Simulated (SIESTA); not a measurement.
Band structure of Al₂Cu (I4/mmm, 3 atoms in the cell).

```
CELL_PARAMETERS angstrom
     -2.03034     2.03034     2.85109
      2.03034    -2.03034     2.85109
      2.03034     2.03034    -2.85109
ATOMIC_POSITIONS crystal
  Al 0.75000 0.25000 0.50000
  Al 0.25000 0.75000 0.50000
  Cu 0.50000 0.50000 0.00000
```

Method of the run: GGA PBEsol, numerical atomic orbitals DZP, PseudoDojo PBEsol standard norm-conserving potentials (rewritten from UPF to PSML) in SIESTA 5.4.2.

Settings: XC.functional = GGA; XC.authors = PBEsol; potentials = PseudoDojo PBEsol standard; PAO.BasisSize = DZP; PAO.EnergyShift = 0.005 Ry; MeshCutoff = 400 Ry; kgrid.MonkhorstPack = 9 9 9; OccupationFunction = MP; OccupationMPOrder = 0; ElectronicTemperature = 0.05 eV; MaxSCFIterations = 150; SCF.Mixer.Method = Pulay; SCF.Mixer.Weight = 0.25; SCF.Mixer.History = 6.

The starting cell comes from a database of computed structures (which also holds hypothetical and non-ambient phases and stackings), without a prior relaxation at this level. Spin polarisation is off. Values carry the incompleteness of an atom-centred basis.

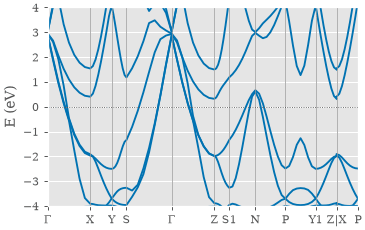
Fig. 1. Bands along the path, energies from the Fermi level.

Levels in eV from the Fermi level, bands 10 to 15:
```
point     10     11     12     13    14    15
-----  -----  -----  -----  -----  ----  ----
Γ      -4.20   2.88   2.88   2.93  2.94  3.02
X      -4.03  -3.91  -1.97  -1.91  0.41  1.54
Y      -3.99  -3.70  -3.70  -2.50  4.08  4.32
S      -4.17  -3.96  -3.27  -1.34  1.18  4.38
Z      -4.03  -3.89  -1.99  -1.99  0.32  1.50
S1     -4.17  -3.96  -3.27  -1.34  1.18  4.38
N      -4.15  -4.15   0.61   0.67  2.97  3.01
P      -4.00  -3.71  -3.71  -2.49  4.28  4.28
Y1     -3.99  -3.70  -3.70  -2.50  4.08  4.32
```

Bands cross the Fermi level along this path, so the cell is metallic at this level.

Higher empty bands are left out: an atom-centred basis made for the valence describes them poorly.
